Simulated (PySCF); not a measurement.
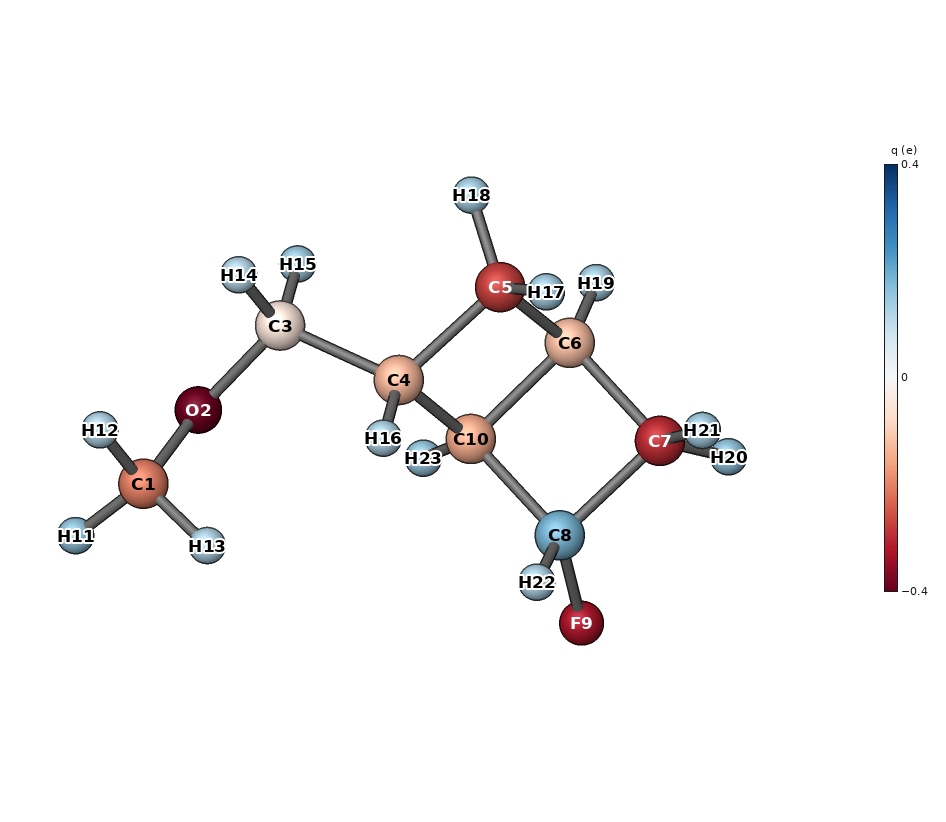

Atoms are coloured by their IAO charges. Computed geometry: GFN2-xTB optimisation. No frequency run is at hand to confirm it as a minimum. Method: PBE0/pcSseg-1, gas phase (PySCF 2.14.0).

Question: Which atom carries the highest charge (most positive or least negative)?

Answer: C8 (0.18 e).

Question: And the lowest?

Answer: O2 (−0.39 e).

Give the IAO charges atom by atom.

| atom | value (e) |
| --- | --- |
| C1 | −0.20 |
| O2 | −0.39 |
| C3 | −0.05 |
| C4 | −0.13 |
| C5 | −0.27 |
| C6 | −0.12 |
| C7 | −0.29 |
| C8 | 0.18 |
| F9 | −0.32 |
| C10 | −0.14 |
| H11 | 0.16 |
| H12 | 0.12 |
| H13 | 0.12 |
| H14 | 0.11 |
| H15 | 0.14 |
| H16 | 0.12 |
| H17 | 0.13 |
| H18 | 0.14 |
| H19 | 0.13 |
| H20 | 0.16 |
| H21 | 0.14 |
| H22 | 0.12 |
| H23 | 0.15 |
